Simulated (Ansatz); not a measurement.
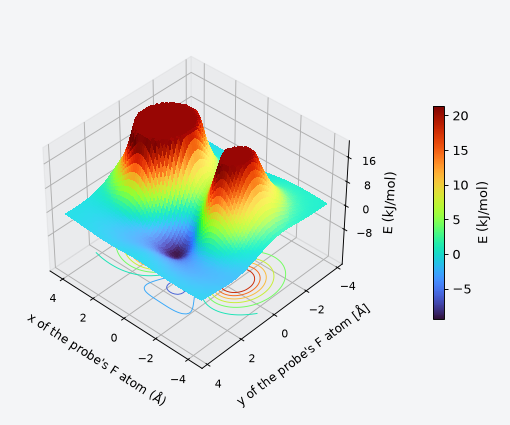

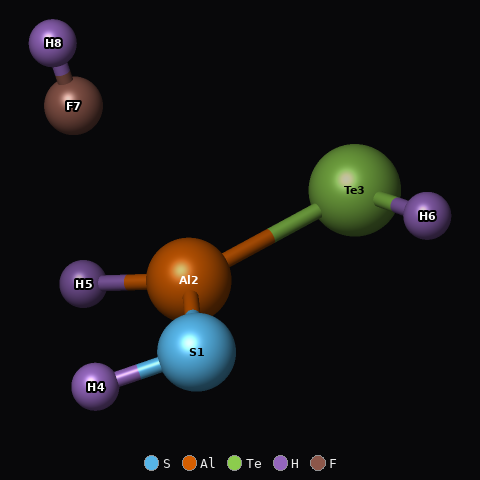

Energy landscape of AlH₃STe (SMILES [SH][AlH][TeH]) with the probe HF. The probe is moved over a plane parallel to the molecule's main plane, 2.70 Å above it. First axis: x of the probe's F atom. Second axis: y of the probe's F atom. Nothing is relaxed (molecule and probe rigid, the probe upright with F nearest the plane). The scan uses a 19 × 17 grid. Points are written as (first, second). Energies: kJ/mol, counted from molecule and probe far apart, each relaxed in its own basis (no counterpoise correction). These are results of RHF/def2-SVPD (Ansatz), not measurements.

In the figure: a relief with its contours projected below, any walls above the top of the colour scale cut off. Between grid points the surface is interpolated. The second picture is the structure at the lowest point.

### Describe this landscape.

The lowest grid point is at (−0.47 Å, 1.41 Å), −9.1 kJ/mol from molecule and probe far apart, each relaxed in its own basis (no counterpoise correction). It is the only kind of minimum in the scanned range. The highest grid point, (1.88 Å, −0.47 Å), lies 66.2 kJ/mol above the lowest. Near the minimum the well is nearly round, with a curvature of about 0.15 eV/Å².

Grid values (kJ/mol):

```
y of the probe's F atom ↓, x of the probe's F atom →  −4.23  −3.29  −2.35  −1.41  −0.47  0.47  1.41  2.35  3.29  4.23
                                                3.29   −1.8   −2.2   −2.4   −2.2   −1.8  −2.0  −2.2  −1.7  −1.1  −0.6
                                                2.35   −2.4   −3.0   −3.5   −4.6   −5.3  −4.7  −2.6  −0.7  −0.2  −0.2
                                                1.41   −2.1   −0.9    0.2   −3.5   −9.1  −5.2   6.5  11.0   6.3   1.8
                                                0.47   −0.2    5.7   14.7   10.6   −2.3   5.7  33.5  42.2  22.1   6.0
                                               −0.47    1.8   11.1   26.7   24.2    7.7  14.7  46.0  56.6  29.6   7.8
                                               −1.41    2.0    8.5   17.7   15.6    5.9   8.5  24.4  29.8  15.8   4.2
                                               −2.35    1.3    3.8    6.4    5.1    1.5   1.6   5.5   6.7   3.4   0.7
                                               −3.29    0.9    1.5    1.8    1.2    0.0  −0.6  −0.2   0.0  −0.3  −0.4
```

The table holds every second grid line.

Each point was launched as `ansatz run input.yaml --threads 1 --pin off --max-ram 2560MiB --backend cpu --events-out ev --progress --plain --runs-dir out`. The whole map (323 points run) took 27 min on 1 thread of Arm Neoverse V2, with other jobs on the host.
